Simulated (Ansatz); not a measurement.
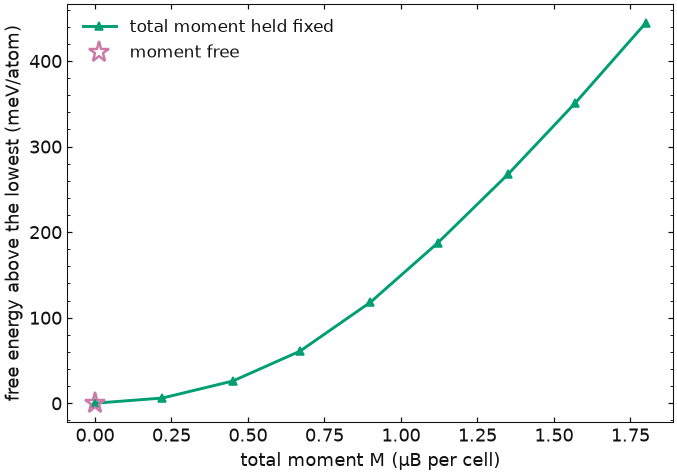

Fixed-spin-moment scan.
CoSi$_{2}$ (Fm-3m, 3 atoms in the cell); Ansatz 0.2.0, DFT, PBE, PAW, plane waves, scalar-relativistic; cutoff 420 eV, 10×10×10 k-mesh, Fermi–Dirac smearing of 0.1 eV, collinear spins.

> Which total moment is preferred in this cell?

Among the held moments the energy is lowest at M = 0 μB. The best free run ends at M = 0.0 μB, at or below every held value. Antiparallel orders weren't tried, and these are the states found from these starts; lower ones may exist.
